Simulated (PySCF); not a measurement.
**C2H6OSSi (SMILES CC(=S)O[SiH3]): levels of theory compared**

We compute a comparison of 5 runs (HF/def2-SVP, TPSS/6-31G, TPSSh/3-21G, M06-2X/pcseg-1, CCSD/pcseg-1) of C2H6OSSi. Input form: a Python script.

The calculation is run with PySCF 2.14.0.

## (1) The molecule

The species is C2H6OSSi (11 atoms), meant as a singlet with charge 0. As SMILES, `CC(=S)O[SiH3]`. The coordinates come from a GFN2-xTB relaxation. This is one conformer, not always the lowest.

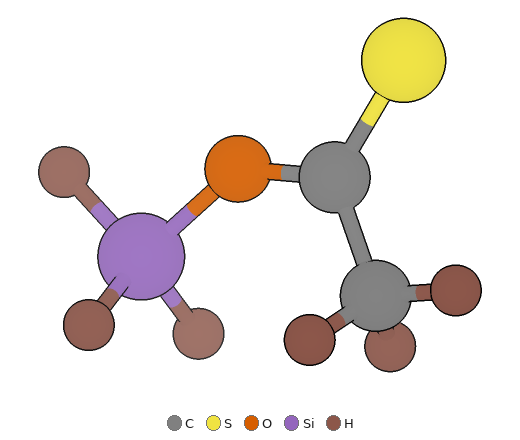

The structure, seen from a chosen angle (carbon grey, sulfur yellow, oxygen orange, silicon purple, hydrogen brown).

## (2) Energy and gradient at HF/def2-SVP (run 1)

mol.xyz

```xyz
11

C      0.533710    -0.638860    -1.252070
C     -0.213020     0.624590    -0.983620
S     -0.629700     1.663890    -2.161890
O     -0.538990     0.892150     0.264660
Si    -0.355400     0.198740     1.740400
H      0.735150    -0.737550    -2.314300
H      1.472790    -0.633400    -0.697860
H     -0.052790    -1.490930    -0.907180
H     -1.027950     1.188790     2.559720
H      1.072340     0.048770     2.020840
H     -0.996150    -1.116200     1.731300
```

calc.py

```python
from pyscf import gto, scf

mol = gto.M(
    atom='mol.xyz',
    basis='def2-svp',
    max_memory=1860,
    charge=0,
    verbose=3,
)

hf = scf.RHF(mol)
hf.conv_tol = 1e-10
hf.kernel()
if not hf.converged:
    hf = hf.newton().run(hf.mo_coeff, hf.mo_occ)

etot = hf.e_tot
print('E = %.10f Eh' % etot)
grad = hf.nuc_grad_method().kernel()
hf.analyze()
```

Run with:

```
$ OMP_NUM_THREADS=1 python calc.py
```

Log:

```text
converged SCF energy = -840.231622659906
[... 18 lines left out ...]
MO #9   energy= -6.59096343515118  occ= 2
[... 8 lines left out ...]
MO #18  energy= -0.7147969808137   occ= 2
[... 8 lines left out ...]
MO #27  energy= -0.358433971614446 occ= 2
[... 8 lines left out ...]
MO #36  energy= 0.263199930253147  occ= 0
[... 8 lines left out ...]
MO #45  energy= 0.597475643258927  occ= 0
[... 8 lines left out ...]
MO #54  energy= 0.828713735997288  occ= 0
[... 8 lines left out ...]
MO #63  energy= 1.00596082537447   occ= 0
[... 8 lines left out ...]
MO #72  energy= 1.44744762703313   occ= 0
[... 8 lines left out ...]
MO #81  energy= 1.87549418011731   occ= 0
[... 8 lines left out ...]
MO #90  energy= 2.21377653265441   occ= 0
[... 8 lines left out ...]
MO #99  energy= 2.80572947173944   occ= 0
[... 8 lines left out ...]
MO #108 energy= 3.84789802766544   occ= 0
[... 12 lines left out ...]
Dipole moment(X, Y, Z, Debye):  1.40023, -3.20487,  2.84374
```

Run time: 16 s. Hardware: 1 thread of Intel Xeon at 2.70GHz, shared host; peak memory 0.25 GiB.

## (3) Energy and forces at TPSS/6-31G (run 2)

calc.py

```python
# CC(=S)O[SiH3]
import pyscf.grad
from pyscf import gto, dft

system = gto.Mole()
system.atom = '''
C    0.533710  -0.638860  -1.252070
C   -0.213020   0.624590  -0.983620
S   -0.629700   1.663890  -2.161890
O   -0.538990   0.892150   0.264660
Si  -0.355400   0.198740   1.740400
H    0.735150  -0.737550  -2.314300
H    1.472790  -0.633400  -0.697860
H   -0.052790  -1.490930  -0.907180
H   -1.027950   1.188790   2.559720
H    1.072340   0.048770   2.020840
H   -0.996150  -1.116200   1.731300
'''
system.basis = '6-31g'
system.max_memory = 1860
system.charge = 0
system.verbose = 4
system.build()

mf = dft.RKS(system, xc='tpss')
mf.grids.level = 5
mf.conv_tol = 1e-10
mf.kernel()
if not mf.converged:
    mf = mf.newton().run(mf.mo_coeff, mf.mo_occ)

e_final = mf.e_tot
print(f'total energy: {e_final:.8f} hartree')
grad = mf.Gradients().kernel()
dip = mf.dip_moment()
pop, q = mf.mulliken_pop()
```

Run with:

```
$ OMP_NUM_THREADS=1 python calc.py
```

Log:

```text
PySCF version 2.14.0

[... 82 lines left out ...]
converged SCF energy = -842.657582089951
total energy: -842.65758209 hartree
[... 12 lines left out ...]
Dipole moment(X, Y, Z, Debye):  1.46859, -3.43199,  3.27114
[... 38 lines left out ...]
pop of  3 O 3px           0.69208
pop of  3 O 3py           0.69743
pop of  3 O 3pz           0.42223
pop of  4 Si 1s           1.99970
pop of  4 Si 2s           1.99610
pop of  4 Si 3s           1.02695
pop of  4 Si 4s           0.18323
pop of  4 Si 2px          1.98830
pop of  4 Si 2py          1.98809
pop of  4 Si 2pz          1.98650
pop of  4 Si 3px          0.73109
pop of  4 Si 3py          0.69658
pop of  4 Si 3pz          0.44698
pop of  4 Si 4px          0.06178
pop of  4 Si 4py          0.05505
pop of  4 Si 4pz          0.00362
pop of  5 H 1s            0.53663
pop of  5 H 2s            0.26223
pop of  6 H 1s            0.53803
pop of  6 H 2s            0.27890
pop of  7 H 1s            0.53810
pop of  7 H 2s            0.27906
pop of  8 H 1s            0.52670
pop of  8 H 2s            0.56240
pop of  9 H 1s            0.52580
pop of  9 H 2s            0.59556
pop of  10 H 1s           0.52579
pop of  10 H 2s           0.59564
 ** Mulliken atomic charges  **
charge of    0C =     -0.48096
charge of    1C =      0.03423
charge of    2S =      0.01400
charge of    3O =     -0.63846
charge of    4Si =      0.83601
charge of    5H =      0.20115
charge of    6H =      0.18307
charge of    7H =      0.18285
charge of    8H =     -0.08910
charge of    9H =     -0.12136
charge of   10H =     -0.12143
```

Run time: 60 s. Hardware: 1 thread of Intel Xeon at 2.70GHz, shared host; peak memory 0.66 GiB.

## (4) Energy and gradient at TPSSh/3-21G (run 3)

calc.py

```python
import pyscf.grad
from pyscf import gto, dft

molecule = gto.Mole()
molecule.atom = '''
C        0.533710      -0.638860      -1.252070
C       -0.213020       0.624590      -0.983620
S       -0.629700       1.663890      -2.161890
O       -0.538990       0.892150       0.264660
Si      -0.355400       0.198740       1.740400
H        0.735150      -0.737550      -2.314300
H        1.472790      -0.633400      -0.697860
H       -0.052790      -1.490930      -0.907180
H       -1.027950       1.188790       2.559720
H        1.072340       0.048770       2.020840
H       -0.996150      -1.116200       1.731300
'''
molecule.spin = 0
molecule.basis = '3-21g'
molecule.verbose = 4
molecule.max_memory = 1860
molecule.build()

mf = dft.RKS(molecule)
mf.xc = 'tpssh'
mf.grids.level = 5
mf.conv_tol = 1e-10
mf.kernel()
if not mf.converged:
    mf = mf.newton().run(mf.mo_coeff, mf.mo_occ)

etot = mf.e_tot
print(f'total energy: {etot:.8f} hartree')
grad = mf.Gradients().kernel()
dip = mf.dip_moment()
pop, q = mf.mulliken_pop()
```

Run with:

```
$ OMP_NUM_THREADS=1 python calc.py
```

Log:

```text
PySCF version 2.14.0

[... 80 lines left out ...]
converged SCF energy = -838.408243634263
total energy: -838.40824363 hartree
[... 12 lines left out ...]
Dipole moment(X, Y, Z, Debye):  1.44579, -3.37564,  3.20684
[... 38 lines left out ...]
pop of  3 O 3px           0.92976
pop of  3 O 3py           0.94907
pop of  3 O 3pz           0.73336
pop of  4 Si 1s           1.99845
pop of  4 Si 2s           1.96836
pop of  4 Si 3s           0.74782
pop of  4 Si 4s           0.44471
pop of  4 Si 2px          1.95359
pop of  4 Si 2py          1.95275
pop of  4 Si 2pz          1.94770
pop of  4 Si 3px          0.60988
pop of  4 Si 3py          0.58558
pop of  4 Si 3pz          0.41296
pop of  4 Si 4px          0.19621
pop of  4 Si 4py          0.17659
pop of  4 Si 4pz          0.07473
pop of  5 H 1s            0.47001
pop of  5 H 2s            0.26794
pop of  6 H 1s            0.46972
pop of  6 H 2s            0.28892
pop of  7 H 1s            0.46979
pop of  7 H 2s            0.28906
pop of  8 H 1s            0.45066
pop of  8 H 2s            0.68168
pop of  9 H 1s            0.44860
pop of  9 H 2s            0.70495
pop of  10 H 1s           0.44859
pop of  10 H 2s           0.70503
 ** Mulliken atomic charges  **
charge of    0C =     -0.66858
charge of    1C =     -0.04213
charge of    2S =      0.13399
charge of    3O =     -0.65899
charge of    4Si =      0.93067
charge of    5H =      0.26205
charge of    6H =      0.24135
charge of    7H =      0.24114
charge of    8H =     -0.13235
charge of    9H =     -0.15355
charge of   10H =     -0.15362
```

Run time: 50 s. Hardware: 1 thread of Intel Xeon at 2.70GHz, shared host; peak memory 0.66 GiB.

Run 4 isn't shown in full; the table further down has it.

## (5) A single-point energy at CCSD/pcseg-1 (run 5)

job.py

```python
from pyscf import gto, scf, cc

molecule = gto.Mole()
molecule.atom = '''
C        0.533710      -0.638860      -1.252070
C       -0.213020       0.624590      -0.983620
S       -0.629700       1.663890      -2.161890
O       -0.538990       0.892150       0.264660
Si      -0.355400       0.198740       1.740400
H        0.735150      -0.737550      -2.314300
H        1.472790      -0.633400      -0.697860
H       -0.052790      -1.490930      -0.907180
H       -1.027950       1.188790       2.559720
H        1.072340       0.048770       2.020840
H       -0.996150      -1.116200       1.731300
'''
molecule.spin = 0
molecule.max_memory = 1860
molecule.verbose = 4
molecule.basis = 'pcseg-1'
molecule.charge = 0
molecule.build()

myscf = scf.RHF(molecule)
myscf.conv_tol = 1e-10
myscf.kernel()
if not myscf.converged:
    myscf = myscf.newton().run(myscf.mo_coeff, myscf.mo_occ)

mycc = cc.CCSD(myscf, frozen=13)
mycc.kernel()
etot = mycc.e_tot
print('Final energy', etot)
dip = myscf.dip_moment()
pop, q = myscf.mulliken_pop()
```

Run with:

```
$ OMP_NUM_THREADS=1 python job.py
```

Log:

```text
PySCF version 2.14.0

[... 69 lines left out ...]
converged SCF energy = -840.468363799959
[... 12 lines left out ...]
Init t2, MP2 energy = -841.143606474289  E_corr(MP2) -0.675242674330183
[... 12 lines left out ...]
CCSD converged
[... 1 line left out ...]
Final energy -841.1917431616404
Dipole moment(X, Y, Z, Debye):  1.52917, -3.48707,  3.05467
[... 81 lines left out ...]
pop of  5 H 2px           0.00294
pop of  5 H 2py           0.00239
pop of  5 H 2pz           0.01536
pop of  6 H 1s            0.77224
pop of  6 H 2s            0.07525
pop of  6 H 2px           0.01212
pop of  6 H 2py           0.00265
pop of  6 H 2pz           0.00555
pop of  7 H 1s            0.77235
pop of  7 H 2s            0.07534
pop of  7 H 2px           0.00611
pop of  7 H 2py           0.01043
pop of  7 H 2pz           0.00378
pop of  8 H 1s            0.77985
pop of  8 H 2s            0.37396
pop of  8 H 2px           0.00203
pop of  8 H 2py           0.00433
pop of  8 H 2pz           0.00229
pop of  9 H 1s            0.78290
pop of  9 H 2s            0.38501
pop of  9 H 2px           0.00774
pop of  9 H 2py           0.00025
pop of  9 H 2pz           0.00045
pop of  10 H 1s           0.78290
pop of  10 H 2s           0.38508
pop of  10 H 2px          0.00174
pop of  10 H 2py          0.00657
pop of  10 H 2pz          0.00013
 ** Mulliken atomic charges  **
charge of    0C =     -0.20946
charge of    1C =      0.25454
charge of    2S =     -0.24184
charge of    3O =     -0.74693
charge of    4Si =      1.03620
charge of    5H =      0.15853
charge of    6H =      0.13219
charge of    7H =      0.13199
charge of    8H =     -0.16246
charge of    9H =     -0.17635
charge of   10H =     -0.17642
```

Run time: 40 s. Hardware: 1 thread of Intel Xeon at 2.70GHz, shared host; peak memory 0.78 GiB.

## (6) Overview of the runs

```
run           level  integration grid      task  energy (Eh)  dipole moment (D) of the reference  HOMO energy (eV)  LUMO energy (eV)  wall time
  1     HF/def2-SVP                 –  gradient  -840.231623                                4.51             -8.97              2.62       16 s
  2      TPSS/6-31G                 5  gradient  -842.657582                                4.96             -4.98             -1.98       60 s
  3     TPSSh/3-21G                 5  gradient  -838.408244                                4.88             -5.48             -1.58       50 s
  4  M06-2X/pcseg-1                 5  gradient  -842.571047                                4.36             -7.56             -0.56       99 s
  5    CCSD/pcseg-1                 –    energy  -841.191743                                4.88             -9.15              2.25       40 s
```

## (7) Summary of results

```
                                           quantity          value
                                run 5: total energy  -841.19174 Eh
        run 5: dipole moment (Hartree–Fock density)         4.88 D
         run 5: HOMO energy (Hartree–Fock orbitals)       -9.15 eV
         run 5: LUMO energy (Hartree–Fock orbitals)        2.25 eV
       run 5: HOMO–LUMO gap (Hartree–Fock orbitals)       11.40 eV
run 5: correlation energy (13 core orbitals frozen)     -723.4 mEh
                               run 5: T1 diagnostic          0.016
```

Over runs 1, 2, 3, 4 the dipole moment (its size) runs from 4.36 D (M06-2X/pcseg-1) to 4.96 D (TPSS/6-31G). The two ends differ in method and basis. Over runs 1, 2, 3, 4 the HOMO–LUMO gap runs from 3.00 eV (TPSS/6-31G) to 11.60 eV (HF/def2-SVP). Totals of different functionals can't be ranked against each other. All runs together took 4.4 min, the longest 99 s.
